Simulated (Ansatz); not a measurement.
# BH2F (SMILES BF): RPA@PBE/cc-pVTZ

Aim: the electronic atomisation energy of BH2F at RPA@PBE/cc-pVTZ, from 4 runs. 

The results are computed with Ansatz 0.2.0.

48 further runs of the same task are left out: 48 set aside as unsound or not needed.

## (1) The molecule

BH2F: 4 atoms, total charge 0, spin state singlet. SMILES: `BF`. The shape is that of a PBE0-D4/def2-TZVP optimisation.

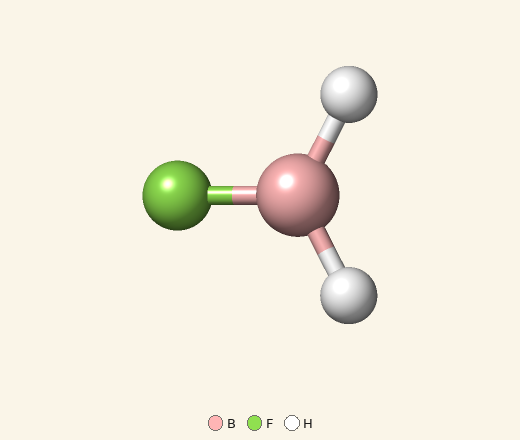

The structure, seen from a chosen angle (boron pink, fluorine green, hydrogen white).

## (2) A single-point energy at RPA@PBE/cc-pVTZ

Contents of in.yaml:

```yaml
crystal:
  periodic: [false, false, false]
  atoms:
    - {symbol: B, position_ang: [-0.027300, -0.004000, -0.030800]}
    - {symbol: F, position_ang: [1.061200, -0.296700, 0.649900]}
    - {symbol: H, position_ang: [-1.012500, -0.649100, 0.186200]}
    - {symbol: H, position_ang: [0.034200, 0.889600, -0.825600]}
basis:
  gaussian:
    orbitals: cc-pVTZ
hamiltonian:
  xc: pbe
correlation:
  method: rpa
  frozen_orbitals: {B: 1, F: 1, H: 0}
accuracy: high
```

Command:

```
$ ansatz run in.yaml --threads 1 --pin off --max-ram 3480MiB --events-out events.jsonl --progress --plain --runs-dir runs
```

The program printed:

```text
Warning: RAYON_NUM_THREADS=1 ignored (pool sized by the plan → 1); use --threads N
Functional definition: PBE
  name "PBE"
  parameter kappa = 0.804
  parameter beta = 0.06672455060314922
  exchange = pbe_x(kappa = kappa, mu = beta*pi^2/3)
  correlation = pbe_c(beta = beta)
1444 factors; integrals over basis functions are off by at most 3.0e-9 eV
mean field evaluation 1: about -3422.4686 eV, gradient 2.7e1 eV
mean field evaluation 2: about -3422.4638 eV, gradient 2.7e1 eV
mean field evaluation 4: about -3423.7066 eV, gradient 9.9e0 eV
mean field evaluation 8: about -3423.8855 eV, gradient 2.9e-2 eV
mean field evaluation 16: about -3423.8855 eV, gradient 1.2e-7 eV
mean field -3423.88552183 eV, -125.8254721345 hartree, gradient 3.9e-8 eV, S^2 0.000000; 0 other end points of the search recorded, 0 dependent functions left out
2 core orbitals not correlated: weight in the atoms' cores, before any rotation towards them, 1.000 or more for the frozen orbitals, at most 0.000 for the correlated occupied ones
reference -3410.98335837 eV, -125.3513263726 hartree; 6, 6 occupied and 80, 80 virtual orbitals, 1444 factors
Total energy: -3426.81042727 eV, -125.9329604266 hartree
```

Run time: 4.2 s. Hardware: 1 thread of Arm Neoverse V1, shared host; peak memory 0.22 GiB.

## (3) The B atom at the same level

Contents of run.yaml:

```yaml
crystal:
  periodic: [false, false, false]
  atoms:
    - symbol: B
      position_ang: [0.000000, 0.000000, 0.000000]
basis:
  gaussian:
    orbitals: cc-pVTZ
magnetization:
  spin_polarized: true
  initial_magnetization: 1
hamiltonian:
  xc: pbe
correlation:
  method: rpa
  frozen_orbitals: {B: 1}
accuracy: high
```

Command:

```
$ ansatz run run.yaml --threads 1 --pin off --max-ram 3480MiB --events-out events.jsonl --progress --plain --runs-dir runs
```

The program printed (excerpt; [...] marks lines left out):

```text
Warning: RAYON_NUM_THREADS=1 ignored (pool sized by the plan → 1); use --threads N
[... 2 set-up lines as earlier in the session ...]
[...]
294 factors; integrals over basis functions are off by at most 2.4e-9 eV
[...]
mean field -669.66845878 eV, -24.6098619425 hartree, gradient 2.1e-8 eV, S^2 0.753169; 13 other end points of the search recorded, 0 dependent functions left out
1 core orbitals not correlated: weight in the atoms' cores, before any rotation towards them, 1.000 or more for the frozen orbitals, at most 0.000 for the correlated occupied ones
reference -667.46790350 eV, -24.5289930275 hartree; 2, 1 occupied and 27, 28 virtual orbitals, 294 factors
Total energy: -670.90019632 eV, -24.6551274621 hartree
```

Wall time 2.1 s (1 thread of Arm Neoverse V1, shared host).

## (4) The F atom, same level

Contents of molecule.yaml:

```yaml
crystal:
  periodic: [false, false, false]
  atoms:
    - {symbol: F, position_ang: [0.000000, 0.000000, 0.000000]}
basis:
  gaussian:
    orbitals: cc-pVTZ
magnetization:
  spin_polarized: true
  initial_magnetization: 1
hamiltonian:
  xc: {name: PBE}
correlation:
  method: rpa
  frozen_orbitals: {F: 1}
accuracy: high
```

Run the same way, it converges to -99.73284 Eh (log not shown).

## (5) The H atom

Contents of molecule.yaml:

```yaml
crystal:
  periodic: [false, false, false]
  atoms:
    - {symbol: H, position_ang: [0.000000, 0.000000, 0.000000]}
basis:
  gaussian: {orbitals: cc-pVTZ}
magnetization: {spin_polarized: true, initial_magnetization: 1}
hamiltonian: {xc: pbe}
correlation: {method: rpa, frozen_orbitals: {H: 0}}
accuracy: high
```

Run the same way, it converges to -0.51761 Eh (log not shown).

## (6) Summary of results

Level: RPA@PBE/cc-pVTZ, 2 core orbitals frozen.

```
                                  quantity          value
                    molecule: total energy  -125.93296 Eh
molecule: RPA correlation energy (valence)     -581.6 mEh
                      B atom: total energy   -24.65513 Eh
  B atom: RPA correlation energy (valence)     -126.1 mEh
 B atom: ⟨S²⟩ of the reference determinant          0.753
                      F atom: total energy   -99.73284 Eh
  F atom: RPA correlation energy (valence)     -333.9 mEh
 F atom: ⟨S²⟩ of the reference determinant          0.751
                      H atom: total energy    -0.51761 Eh
            H atom: RPA correlation energy      -18.2 mEh
 H atom: ⟨S²⟩ of the reference determinant          0.750
             electronic atomisation energy      13.872 eV
```

**Reading.** Taking the molecule apart into free atoms costs 13.87 eV (1338 kJ/mol), before zero-point energy and without spin-orbit coupling.
